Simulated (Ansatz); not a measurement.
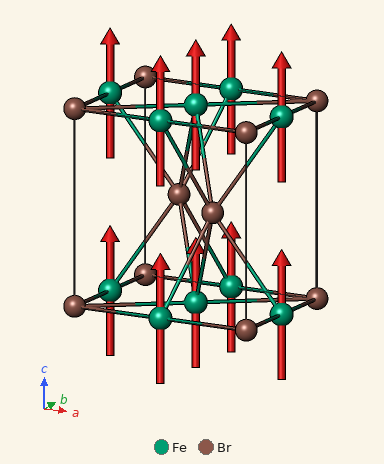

The figure gives a ball-and-stick picture of the atoms, viewed slightly off an axis. The frame is the simulation cell; atoms at its boundary are shown with their periodic copies. Arrows are the site magnetic moments above 0.25 μB (those induced on non-metal atoms are left out); longer means larger, and red and blue are up and down (without spin-orbit coupling the axis itself is arbitrary).

This is the state reached for FeBr. Level of theory and settings: Ansatz, DFT PBE, scalar-relativistic, plane waves, PAW, plane waves up to 420 eV, k-point mesh 12×12×8, Gaussian smearing of 0.1 eV, collinear spins.

Q: Describe the spin arrangement.

A: Ferromagnetic (within this cell). Site moments: 3 Fe +2.9 μB. The net spin moment of the whole cell is 9.2 μB, including what lies between the atoms and on sites without an arrow.

Starting structure: a textbook structure type filled with these elements (whether it is the usual form wasn't checked). A relaxation with DFT PBE, scalar-relativistic, plane waves, PAW in Ansatz gave the geometry drawn.
